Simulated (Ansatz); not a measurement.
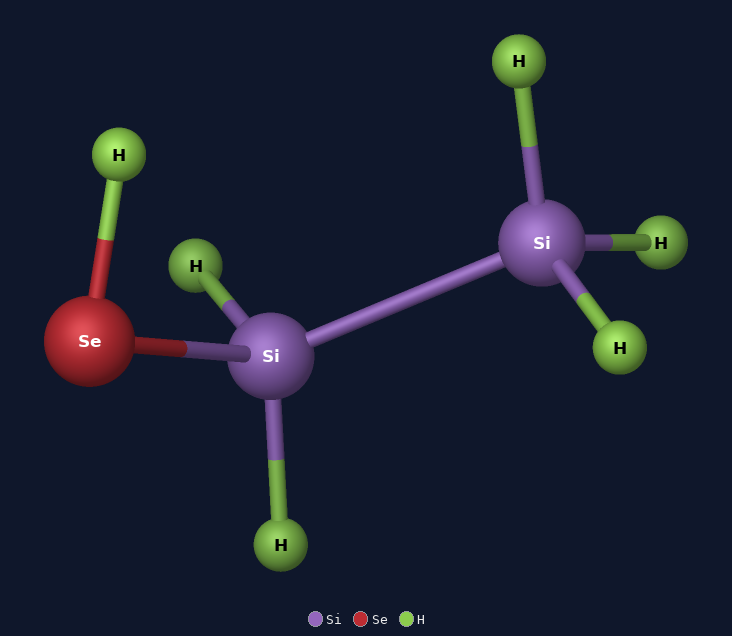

Rendered structure (ball-and-stick style).

Computed geometry: PBE0-D4/def2-TZVP optimisation.

What is the molecular formula?

Answer. H₆SeSi₂, 9 atoms: 6 hydrogen, 1 selenium and 2 silicon.

Give a SMILES string for it.

Answer. [SiH3][SiH2][SeH]

Name some functional groups or characteristic bonds that it holds.

Answer. Among them: Si–H bond.

Count the bonded pairs by element.

Answer. 5 Si–H, 1 Si–Si, 1 Se–Si, 1 Se–H.

Which point group does it belong to?

Answer. C1.

More results for the same structure follow; atom numbers are the same in all pictures, views and colours differ.

**Vibrations**

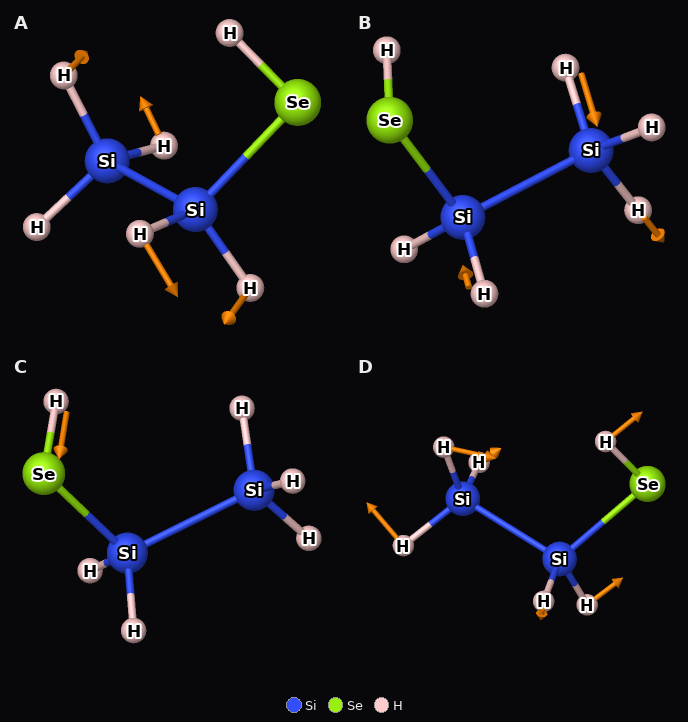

4 normal modes of one molecule or complex, as arrows. Harmonic vibrations computed with RKS PBE0-D4/def2-TZVP (Ansatz 0.2.0) at a stationary point of the same level.

Match the panels to the wavenumbers 494 cm⁻¹, 924 cm⁻¹, 2222 cm⁻¹, 2440 cm⁻¹.

Answer. A: 924 cm⁻¹, H–Si–H bending
B: 2222 cm⁻¹, out-of-phase stretching of 3 Si–H bonds
C: 2440 cm⁻¹, Se–H stretching
D: 494 cm⁻¹, H–Si–Si bending

**Thermal motion**

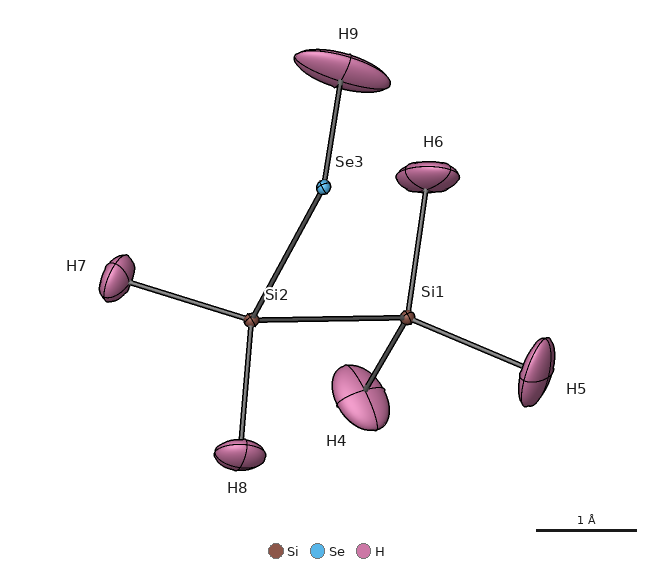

Displacement ellipsoids at the 50 % level, from the internal vibrations of the free molecule (harmonic, no overall translation or rotation; no half-axis is drawn under 0.075 Å). Vibrations computed with RKS PBE0-D4/def2-TZVP (Ansatz 0.2.0). Temperature: 0 K (zero-point motion alone).

Which atom moves most?

Answer. H9, with U_eq = 0.0471 Å².

Does H9 move more along its bond or across it?

Answer. Across it: the root-mean-square amplitude is 0.083 Å along the bond and up to 0.327 Å across, since bending and torsion are softer than stretching.

Give the displacement parameters, one line for each set of equivalent atoms.

```
atom  U_eq (Å²)   rms amplitudes (Å)
 Si1     0.0012  0.013, 0.022, 0.055
 Si2     0.0012  0.023, 0.031, 0.046
 Se3    0.00025  0.006, 0.010, 0.025
  H4     0.0344  0.099, 0.175, 0.250
  H5     0.0336  0.086, 0.177, 0.249
  H6     0.0345  0.087, 0.178, 0.253
  H7     0.0202  0.091, 0.155, 0.169
  H8     0.0204  0.090, 0.158, 0.168
  H9     0.0471  0.083, 0.166, 0.327
```

**Levels of theory compared**

Program: Ansatz 0.2.0.

Tabulate HOMO–LUMO gap (eV), dipole (D), HOMO energy (eV) at these levels: B3LYP-D4/def2-TZVPP; PBE-D4/def2-TZVPP; r2SCAN-D4/def2-TZVPP; ωB97M-V/def2-TZVPP.

```
               level  HOMO–LUMO gap (eV)  dipole (D)  HOMO energy (eV)
 B3LYP-D4/def2-TZVPP                6.05        0.88             −6.76
   PBE-D4/def2-TZVPP                4.51        0.79             −5.88
r2SCAN-D4/def2-TZVPP                5.03        0.90             −6.15
  ωB97M-V/def2-TZVPP               10.32        0.94             −9.10
```
